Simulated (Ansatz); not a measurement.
# CdGe3: one candidate structure, part 1 of 2

Aim: relax CdGe3 from this start, Cu3Au (L1_2) type (Pm-3m, No. 221), and see where it ends.

Program: Ansatz 0.2.0. Level of theory: DFT PBE, scalar-relativistic, plane waves, PAW. These are calculated values, not measurements.

### Step 1. Starting point

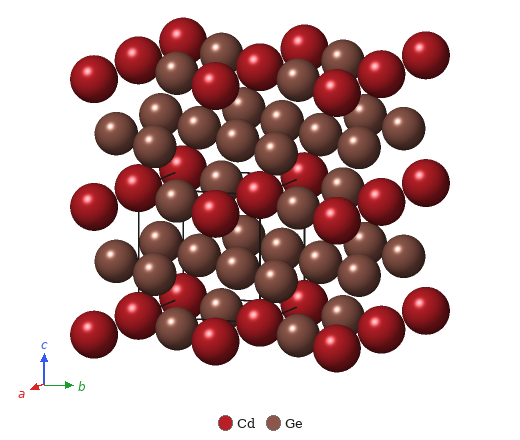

Start, viewed slightly off an axis; cadmium red, germanium brown. 2×2×2 cells are drawn. Atoms on the faces are drawn again on the opposite ones.

Coordinates:

```cif
data_structure
_symmetry_space_group_name_H-M 'Pm-3m'
_symmetry_Int_Tables_number 221
_cell_length_a 4.2235
_cell_length_b 4.2235
_cell_length_c 4.2235
_cell_angle_alpha 90.000
_cell_angle_beta 90.000
_cell_angle_gamma 90.000
_cell_volume 75.34
loop_
_atom_site_label
_atom_site_type_symbol
_atom_site_symmetry_multiplicity
_atom_site_Wyckoff_symbol
_atom_site_fract_x
_atom_site_fract_y
_atom_site_fract_z
_atom_site_occupancy
Cd1 Cd 1 a 0.00000 0.00000 0.00000 1
Ge1 Ge 3 c 0.00000 0.50000 0.50000 1
```

### Step 2. A first look at the start

Input file input.yaml:

```yaml
crystal:
  lattice:
    - [4.2234737919, 0.0, 0.0]
    - [0.0, 4.2234737919, 0.0]
    - [0.0, 0.0, 4.2234737919]
  atoms:
    - { symbol: Cd, position: [0.0, 0.0, 0.0] }
    - { symbol: Ge, position: [0.0, 0.5, 0.5] }
    - { symbol: Ge, position: [0.5, 0.0, 0.5] }
    - { symbol: Ge, position: [0.5, 0.5, 0.0] }
basis:
  ecutwfc: 420
kpoints:
  mp_grid: { grid: [4, 4, 4] }
hamiltonian:
  xc: pbe
scf:
  occupations: { method: gaussian, width: 0.1 }
  lower_state_search: "off"
output:
  forces: true
  stress: true
  eigenvalues: true
```

Run with:

```sh
ansatz run input.yaml --threads 1 --pin off --max-ram 2560MiB --backend cpu --events-out ev --progress --plain --runs-dir out
```

What it wrote (excerpt; [...] marks lines left out):

```text
[...]
SCF converged after 7 iterations
Free energy (F): -21138.209596 eV
[...]
E sigma→0 (E₀):  -21138.199312 eV
Entropy (-TS):   -0.020568 eV (-5.142 meV/atom)
Fermi energy:    12.577207 eV
[...]
--- Forces (eV/Å), atoms counted from 1 ---
  atom   1  Cd    -0.00000000     0.00000000     0.00000000
  atom   2  Ge     0.00000000     0.00000000    -0.00000000
  atom   3  Ge     0.00000000    -0.00000000    -0.00000000
  atom   4  Ge     0.00000000     0.00000000    -0.00000000
[...]
--- Stress (GPa, compression-positive) ---
        5.829259      -0.000000      -0.000000
        0.000000       5.829259       0.000000
        0.000000       0.000000       5.829259
  P = ⅓ Tr σ = 5.8293 GPa (58.293 kbar)
--- Band table (eV; the first three rows and the last of 10) ---
[...]
```

Run time: 0.92 s. Hardware: 1 thread of Intel Xeon 6975P-C (Granite Rapids), shared host; peak memory 0.35 GiB.

Read-out: pressure 5.8 GPa, largest force 0.00 eV/Å, gap on this mesh none (metal). Stress or forces are large, so a loose relaxation on a coarse mesh comes first.

### Step 3. A loose first relaxation

Edit input.yaml of step 2 so:

```diff
@@ -23 +23,6 @@
   eigenvalues: true
+relax:
+  adjacent_minimum: "off"
+  f_tol: 0.04
+  max_steps: 70
+  cell: { stress_tol: 0.4 }
```

Run with:

```sh
ansatz run input.yaml --threads 1 --pin off --max-ram 2560MiB --backend cpu --events-out ev --progress --plain --runs-dir out
```

What it wrote:

```text
Warning: RAYON_NUM_THREADS=1 ignored (pool sized by the plan → 1); use --threads N
Engine: ansatz 0.2.0, x86_64-unknown-linux-gnu
Pseudopotentials: kind: paw
Pseudopotential: Cd, paw, valence charge 20, recommended cutoff 420 eV (normal), Cd.paw.azcp
Pseudopotential: Ge, paw, valence charge 14, recommended cutoff 420 eV (normal), Ge.paw.azcp
Functional definition: PBE
  parameter kappa = 0.804
  parameter beta = 0.06672455060314922
  exchange = pbe_x(kappa = kappa, mu = beta*pi^2/3)
  correlation = pbe_c(beta = beta)
Crystal: 4 atoms, lattice volume = 75.337 Å³
Basis set: ecut = 420 eV, 1419 PW (Γ), exchange–correlation on 60×60×60 points (8 copies of the dense FFT grid, shifted against one another)
Bands: 38, of which v1, the nominal top of the filled ones, is band 31 counted from 1 (30 counted from 0)
Symmetry: 48 space group operations
Space group: Pm-3m (ITA 221), of the structure as read, at distance tolerance 4.2e-5 Å
k-points: 10 of 64
Non-local potential: Cd, projectors of the file, l = 0: 3, l = 1: 2, l = 2: 2, l = 3: 1
Non-local potential: Ge, projectors of the file, l = 0: 2, l = 1: 2, l = 2: 3, l = 3: 1
PAW form: soft (Blöchl's): semilocal exchange-correlation on the pseudo side does not see the compensation charge
PAW one-centre angular grid: Cd, 590 points (default); XC on 64 Gauss nodes
PAW one-centre angular grid: Ge, 590 points (default); XC on 64 Gauss nodes
Initial density: superposition of atomic densities (neutral atoms: chi_scale 0, normalization atom), corrected by the library's trained network
Initial wavefunctions: pseudopotential atomic-orbital guess
Functional: x = pbe(κ = 0.804, μ = 0.2195149727645171), c = pbe(β = 0.06672455060314922)
SCF iter   1: F=—  HF=-21138.209951 eV  |F-HF|=—  |Δ(HF+E_count)|=         —  Δρ=1.77e-3  dr2=3.46e-3  ethr=1.77e-3  ⟨swp⟩=5.3  Hψ=1287  notcnv=0  defer=2
preconditioner: auto → Kerker (q_TF=auto, 2.641 Å⁻¹)  [metal: Δε(μ)=0.060 eV  Ē_g=20.407 eV  σ=0.100 eV  W_gap=0.32  n_scr=26 (ndim 8)  ℏωp=31.4 eV  f_vac=0.000  D(μ)=4.15/eV (n_scr^D=32)]
SCF iter   2: F=—  HF=-21138.209912 eV  |F-HF|=—  |Δ(HF+E_count)|=   3.86e-5  Δρ=1.21e-3  dr2=1.66e-3  ethr=5.58e-6  ⟨swp⟩=2.0  Hψ=564  notcnv=0  defer=2
SCF iter   3: F=—  HF=-21138.209483 eV  |F-HF|=—  |Δ(HF+E_count)|=   4.30e-4  Δρ=2.80e-4  dr2=8.09e-5  ethr=2.68e-6  ⟨swp⟩=2.0  Hψ=475  notcnv=0  defer=2
SCF iter   4: F=—  HF=-21138.209593 eV  |F-HF|=—  |Δ(HF+E_count)|=   1.10e-4  Δρ=1.10e-4  dr2=8.32e-6  ethr=1.31e-7  ⟨swp⟩=2.9  Hψ=660  notcnv=0  defer=2
SCF iter   5: F=—  HF=-21138.209596 eV  |F-HF|=—  |Δ(HF+E_count)|=   3.56e-6  Δρ=4.04e-5  dr2=1.15e-6  ethr=1.34e-8  ⟨swp⟩=2.0  Hψ=637  notcnv=0  defer=2
SCF iter   6: F=—  HF=-21138.209596 eV  |F-HF|=—  |Δ(HF+E_count)|=   5.36e-7  Δρ=1.46e-5  dr2=1.65e-7  ethr=1.85e-9  ⟨swp⟩=2.0  Hψ=635  notcnv=0  defer=2
SCF iter   7: F=-21138.209596 eV  HF=-21138.209596 eV  |F-HF|=4.72e-9  |Δ(HF+E_count)|=   5.18e-9  Δρ=3.22e-6  dr2=1.23e-8  ethr=1.61e-10  ⟨swp⟩=7.6  Hψ=1350  notcnv=0
SCF 1 converged in 7 iterations: F = -21138.209596 eV  dr2 = 1.23e-8
relax step   1: F+E_penalty+E_count = -21138.20959587 eV  Δ(F+E_penalty+E_count) = +0.000e0 eV  max|allowed force component| = 2.268e-29 eV/Å  Δτ_max = 0.0000 Å  P = +5.829 GPa  Ω = 75.337 Å³  (7 SCF iters, dr2 threshold 1.00e-7 eV, accepted)
Crystal: 4 atoms, lattice volume = 85.764 Å³
Basis set: ecut = 420 eV, 1743 PW (Γ), exchange–correlation on 60×60×60 points (8 copies of the dense FFT grid, shifted against one another)
Initial density: handed on by an earlier stage of this run
Initial wavefunctions: those handed on with the density
iter 1 solved again at ethr=1.39e-5 eV; its pass at ethr=3.10e-3 eV (dr2=8.61e-3 eV) is discarded
SCF iter   1: F=—  HF=-21138.292998 eV  |F-HF|=—  |Δ(HF+E_count)|=         —  Δρ=3.54e-3  dr2=1.03e-2  ethr=1.39e-5  ⟨swp⟩=2.0  Hψ=2042  notcnv=0
preconditioner: auto → Resta (q_TF=auto, 2.585 Å⁻¹)  ε∞=3.2  [insulator: Δε(μ)=0.122 eV  Ē_g=19.948 eV  σ=0.100 eV  W_gap=0.57  n_scr=26 (ndim 8)  ℏωp=29.5 eV  f_vac=0.000  D(μ)=3.53/eV (n_scr^D=26)  ε∞_Penn≈3.2]
SCF iter   2: F=—  HF=-21138.291314 eV  |F-HF|=—  |Δ(HF+E_count)|=   1.68e-3  Δρ=1.82e-3  dr2=2.35e-3  ethr=1.39e-5  ⟨swp⟩=2.1  Hψ=489  notcnv=0
SCF iter   3: F=—  HF=-21138.291219 eV  |F-HF|=—  |Δ(HF+E_count)|=   9.47e-5  Δρ=5.51e-4  dr2=2.83e-4  ethr=3.79e-6  ⟨swp⟩=2.2  Hψ=647  notcnv=0
SCF iter   4: F=—  HF=-21138.291315 eV  |F-HF|=—  |Δ(HF+E_count)|=   9.59e-5  Δρ=1.07e-4  dr2=8.99e-6  ethr=4.57e-7  ⟨swp⟩=2.0  Hψ=646  notcnv=0
SCF iter   5: F=—  HF=-21138.291314 eV  |F-HF|=—  |Δ(HF+E_count)|=   1.38e-6  Δρ=4.93e-5  dr2=1.69e-6  ethr=1.45e-8  ⟨swp⟩=2.0  Hψ=650  notcnv=0
SCF iter   6: F=-21138.291314 eV  HF=-21138.291314 eV  |F-HF|=4.22e-9  |Δ(HF+E_count)|=   5.41e-8  Δρ=7.72e-6  dr2=4.85e-8  ethr=6.45e-10  ⟨swp⟩=5.3  Hψ=1463  notcnv=0
SCF 2 converged in 6 iterations: F = -21138.291314 eV  dr2 = 4.85e-8
relax step   2: F+E_penalty+E_count = -21138.29131353 eV  Δ(F+E_penalty+E_count) = -8.172e-2 eV  max|allowed force component| = 6.508e-30 eV/Å  Δτ_max = 0.0000 Å  P = -2.070 GPa  Ω = 85.764 Å³  energy of the carried Pulay correction = -2.799e-3 eV  (6 SCF iters, dr2 threshold 4.00e-7 eV, accepted)
Crystal: 4 atoms, lattice volume = 82.763 Å³
Basis set: ecut = 420 eV, 1647 PW (Γ), exchange–correlation on 60×60×60 points (8 copies of the dense FFT grid, shifted against one another)
iter 1 solved again at ethr=9.78e-7 eV; its pass at ethr=3.10e-3 eV (dr2=6.07e-4 eV) is discarded
SCF iter   1: F=—  HF=-21138.315185 eV  |F-HF|=—  |Δ(HF+E_count)|=         —  Δρ=9.63e-4  dr2=6.94e-4  ethr=9.78e-7  ⟨swp⟩=2.2  Hψ=1924  notcnv=0
preconditioner: auto → Resta (q_TF=auto, 2.600 Å⁻¹)  ε∞=3.3  [insulator: Δε(μ)=0.297 eV  Ē_g=19.985 eV  σ=0.100 eV  W_gap=0.58  n_scr=26 (ndim 8)  ℏωp=30.0 eV  f_vac=0.000  D(μ)=5.10/eV (n_scr^D=56)  ε∞_Penn≈3.3]
SCF iter   2: F=—  HF=-21138.315111 eV  |F-HF|=—  |Δ(HF+E_count)|=   7.45e-5  Δρ=5.21e-4  dr2=1.82e-4  ethr=9.78e-7  ⟨swp⟩=2.0  Hψ=450  notcnv=0
SCF iter   3: F=—  HF=-21138.315203 eV  |F-HF|=—  |Δ(HF+E_count)|=   9.26e-5  Δρ=1.32e-4  dr2=1.50e-5  ethr=2.94e-7  ⟨swp⟩=2.2  Hψ=648  notcnv=0
SCF iter   4: F=—  HF=-21138.315202 eV  |F-HF|=—  |Δ(HF+E_count)|=   1.65e-6  Δρ=2.93e-5  dr2=6.03e-7  ethr=2.42e-8  ⟨swp⟩=2.0  Hψ=646  notcnv=0
iter 5 did not close the SCF: its close was put off for the readings that it lacked (scf_convergence_deferred on its scf_iter line)
SCF iter   5: F=-21138.315202 eV  HF=-21138.315202 eV  |F-HF|=2.28e-8  |Δ(HF+E_count)|=   1.09e-7  Δρ=1.29e-5  dr2=1.26e-7  ethr=9.73e-10  ⟨swp⟩=2.0  Hψ=649  notcnv=0
SCF iter   6: F=-21138.315202 eV  HF=-21138.315202 eV  |F-HF|=3.97e-10  |Δ(HF+E_count)|=   1.02e-8  Δρ=2.17e-6  dr2=3.83e-9  ethr=2.03e-10  ⟨swp⟩=2.4  Hψ=1218  notcnv=0
SCF 3 converged in 6 iterations: F = -21138.315202 eV  dr2 = 3.83e-9
relax step   3: F+E_penalty+E_count = -21138.31520170 eV  Δ(F+E_penalty+E_count) = -2.389e-2 eV  max|allowed force component| = 7.059e-30 eV/Å  Δτ_max = 0.0000 Å  P = -0.384 GPa  Ω = 82.763 Å³  energy of the carried Pulay correction = -2.031e-3 eV  (6 SCF iters, dr2 threshold 4.00e-7 eV, accepted)
Initial wavefunctions: pseudopotential atomic-orbital guess (no wavefunctions were taken with the density)
iter 1 solved again at ethr=1.55e-7 eV; its pass at ethr=3.10e-3 eV (dr2=9.58e-5 eV) is discarded
SCF iter   1: F=—  HF=-21138.296269 eV  |F-HF|=—  |Δ(HF+E_count)|=         —  Δρ=2.25e-3  dr2=9.42e-5  ethr=1.55e-7  ⟨swp⟩=3.0  Hψ=2164  notcnv=0
preconditioner: auto → Resta (q_TF=auto, 2.600 Å⁻¹)  ε∞=3.2  [insulator: Δε(μ)=0.298 eV  Ē_g=20.003 eV  σ=0.100 eV  W_gap=0.58  n_scr=26 (ndim 8)  ℏωp=30.0 eV  f_vac=0.000  D(μ)=5.10/eV (n_scr^D=56)  ε∞_Penn≈3.2]
SCF iter   2: F=—  HF=-21138.312033 eV  |F-HF|=—  |Δ(HF+E_count)|=   1.58e-2  Δρ=1.14e-3  dr2=2.34e-5  ethr=1.52e-7  ⟨swp⟩=2.0  Hψ=483  notcnv=0
SCF iter   3: F=—  HF=-21138.317135 eV  |F-HF|=—  |Δ(HF+E_count)|=   5.10e-3  Δρ=3.03e-5  dr2=8.23e-8  ethr=3.78e-8  ⟨swp⟩=2.0  Hψ=483  notcnv=0
SCF iter   4: F=—  HF=-21138.317148 eV  |F-HF|=—  |Δ(HF+E_count)|=   1.29e-5  Δρ=5.82e-6  dr2=1.79e-8  ethr=1.33e-10  ⟨swp⟩=2.0  Hψ=680  notcnv=0
SCF iter   5: F=—  HF=-21138.317148 eV  |F-HF|=—  |Δ(HF+E_count)|=   3.14e-9  Δρ=2.35e-6  dr2=4.18e-9  ethr=2.89e-11  ⟨swp⟩=2.0  Hψ=646  notcnv=0
SCF iter   6: F=-21138.317148 eV  HF=-21138.317148 eV  |F-HF|=7.64e-11  |Δ(HF+E_count)|=   1.94e-9  Δρ=6.94e-7  dr2=4.41e-10  ethr=4.13e-12  ⟨swp⟩=4.4  Hψ=1214  notcnv=0
SCF 4 converged in 6 iterations: F = -21138.317148 eV  dr2 = 4.41e-10
relax step   4: F+E_penalty+E_count = -21138.31714822 eV  Δ(F+E_penalty+E_count) = -1.947e-3 eV  max|allowed force component| = 5.444e-30 eV/Å  Δτ_max = 0.0000 Å  P = -0.375 GPa  Ω = 82.763 Å³  stress off target by 3.75e-1 GPa  SCF on the basis re-selected at this cell (its energy is not comparable with the rows above)  (6 SCF iters)
basis re-selected at this cell: Δ(F+E_penalty+E_count) = -1.947e-3 eV, ΔP = +0.009 GPa vs the last step (what re-selecting the basis moved, of the pressure what is left beyond the Pulay correction that the steps carried, after the strain that the cell walked since its last selection, with what the two solves' SCF thresholds leave and, on support functions, any second-order correction that the steps lacked; it is no measure of the basis error at this ecutwfc). This SCF's stress stands 3.75e-1 GPa from its target on what of the cell is left free (relax.cell.stress_tol is 4.00e-1 GPa) and its largest allowed force component is 5.44e-30 eV/Å (relax.f_tol is 4.00e-2 eV/Å): within both
SCF converged after 6 iterations
Free energy (F): -21138.317148 eV
Harris-Foulkes:  -21138.317148 eV  (|F-HF|=7.64e-11)
Internal energy: -21138.291641 eV  (E = F + TS)
E sigma→0 (E₀):  -21138.304394 eV
Entropy (-TS):   -0.025508 eV (-6.377 meV/atom)
Fermi energy:    10.972771 eV
--- Per-component energies (eV) ---
  E_band       = -791.662803
  E_kinetic    = 833.084441
  E_local      = -9638.068502  (includes V_loc(G=0)·N_el)
  E_nonlocal   = 1275.726175
  E_hartree    = 4302.860829
  E_xc         = -402.864083
  E_vxc        = -414.190277  (∫ρ·V_xc dr)
  E_paw        = -10129.088804  (= ΣΔE_a)
  E_vpaw       = -1453.938628  (= ΣTr[D̂ρ^β])
  E_aug_tail   = 0.000804  (compensation charges beyond the density's cutoff)
  E_ewald      = -7379.942501
  E_smearing   = -0.025508  (= −TS)
  E_closure    = 0.000000  (closes the sum)
  Σ components = -21138.317148   (vs F -21138.317148, Δ=0.00e0)
--- Forces (eV/Å), atoms counted from 1 ---
  atom   1  Cd    -0.00000000    -0.00000000     0.00000000
  atom   2  Ge     0.00000000    -0.00000000     0.00000000
  atom   3  Ge     0.00000000     0.00000000    -0.00000000
  atom   4  Ge    -0.00000000    -0.00000000     0.00000000
  max |Σ_I F_I| component: 8.35e-30 eV/Å
--- Stress (GPa, compression-positive) ---
       -0.374867       0.000000      -0.000000
        0.000000      -0.374867       0.000000
       -0.000000       0.000000      -0.374867
  P = ⅓ Tr σ = -0.3749 GPa (-3.749 kbar)
--- Band table (eV; the first three rows and the last of 10) ---
  k-point 0: bands = ["-91.5683", "-52.6238", "-52.6238", "-52.6238", "-13.5650", "-13.5650", "-13.5650", "-13.5523", "-13.5358", "-13.5358", "-13.5112", "-13.5112", "-13.5112", "-13.4858", "-13.4858", "-13.4748", "-13.4567", "-13.4567", "-13.4567", "-0.7649", "2.2411", "2.2411", "2.5158", "2.5158", "2.5158", "5.8623", "5.8623", "7.8102", "7.8102", "7.8102", "10.2621", "13.5293", "13.5293", "13.5293", "15.4637", "15.4637", "15.4637", "18.2596"]
  k-point 1: bands = ["-91.5683", "-52.6238", "-52.6238", "-52.6238", "-13.5627", "-13.5505", "-13.5505", "-13.5434", "-13.5346", "-13.5277", "-13.5134", "-13.5111", "-13.5111", "-13.4934", "-13.4856", "-13.4819", "-13.4723", "-13.4723", "-13.4567", "-0.3009", "2.1886", "2.3053", "2.4566", "2.4566", "2.5179", "3.8868", "5.8569", "8.3935", "8.3935", "8.7872", "12.3577", "12.3577", "12.4772", "12.4814", "13.4357", "15.1189", "15.1189", "18.7485"]
  k-point 2: bands = ["-91.5683", "-52.6239", "-52.6238", "-52.6238", "-13.5602", "-13.5350", "-13.5279", "-13.5240", "-13.5240", "-13.5158", "-13.5152", "-13.5096", "-13.5096", "-13.5060", "-13.5013", "-13.5013", "-13.4936", "-13.4853", "-13.4567", "0.7351", "1.4220", "2.3722", "2.4005", "2.4005", "2.5201", "2.8104", "5.8507", "9.5307", "9.7119", "9.7119", "10.3918", "10.3918", "11.7613", "11.7647", "15.7619", "15.7619", "16.5538", "16.7813"]
  k-point 9: bands = ["-91.5683", "-52.6239", "-52.6239", "-52.6239", "-13.5444", "-13.5394", "-13.5394", "-13.5394", "-13.5368", "-13.5368", "-13.5368", "-13.5031", "-13.5031", "-13.4928", "-13.4928", "-13.4928", "-13.4683", "-13.4683", "-13.4683", "1.8392", "1.8392", "1.8392", "2.5951", "2.5951", "4.2895", "4.2895", "4.2895", "6.1543", "6.8287", "6.8287", "6.8287", "8.6330", "17.3275", "17.3275", "17.3275", "17.4324", "17.4324", "22.0082"]
--- Relaxed structure (3 steps of the walk, 3 accepted, 1 SCFs on fresh bases) ---
  F+E_penalty+E_count = -21138.31714822 eV   max|allowed force component| = 5.444e-30 eV/Å   (the final SCF, on the basis selected at the relaxed cell)
  cell:  # Å, volume = 82.7626 Å³
    - [4.357908519342231, -2.3271653494679104e-33, -2.0543252740130515e-33]
    - [-2.0703746902162785e-33, 4.357908519342231, -2.5679065925163143e-34]
    - [-1.5407439555097887e-33, -2.5679065925163143e-34, 4.357908519342231]
  atoms:
    - { symbol: Cd, position: [8.360112406714059e-35, 4.3201579205304104e-48, -2.8500383204684706e-36] }
    - { symbol: Ge, position: [-4.940066422149515e-35, 0.5, 0.5] }
    - { symbol: Ge, position: [0.5, -7.600102187921983e-36, 0.5] }
    - { symbol: Ge, position: [0.5, 0.5, 9.500127734912181e-37] }
```

Wall time 4.1 s (1 thread of Intel Xeon 6975P-C (Granite Rapids), shared host); peak memory 0.37 GiB.

The steps of the relaxation:

| step | E - E(step 1) (eV/cell) | largest force component (eV/Å) | pressure (GPa) | volume (Å³) |
| --- | --- | --- | --- | --- |
| 1 | 0.0000 | 0.0000 | 5.83 | 75.34 |
| 2 | -0.0817 | 0.0000 | -2.07 | 85.76 |
| 3 | -0.1056 | 0.0000 | -0.38 | 82.76 |
| 4 | -0.1076 | 0.0000 | -0.37 | 82.76 |

Step 1 is the start. Step 4 repeats the geometry before it on a plane-wave basis chosen anew for that cell, so its energy need not be comparable with the rows above.

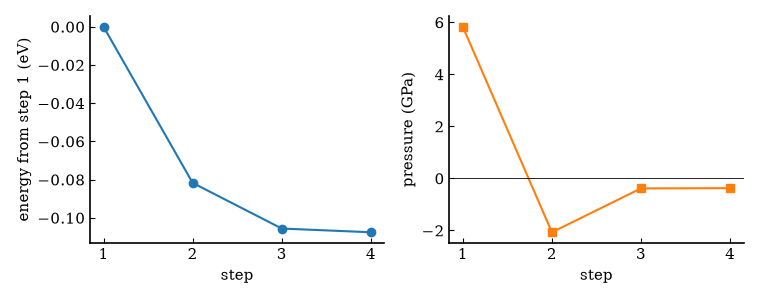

Energy and pressure along the relaxation.

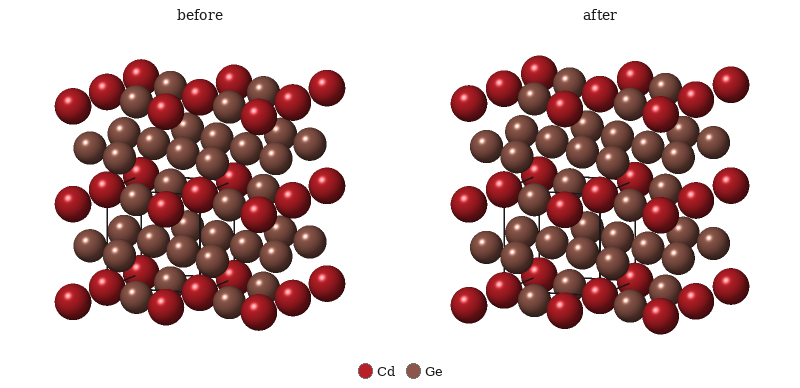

The structure before (left) and after (right) the relaxation, drawn at the same scale.

|  | before | after | change |
| --- | --- | --- | --- |
| a (Å) | 4.223 | 4.358 | +3.2 % |
| b (Å) | 4.223 | 4.358 | +3.2 % |
| c (Å) | 4.223 | 4.358 | +3.2 % |
| volume (Å³/atom) | 18.83 | 20.69 | +9.9 % |
| shortest distance (Å) | 2.986 | 3.082 | +3.2 % |
| space group (0.01 Å) | Pm-3m | Pm-3m | same |

The run keeps the 48 symmetry operations of the start, so it could not have lowered the symmetry.

(Continued in part 2 of 2.)
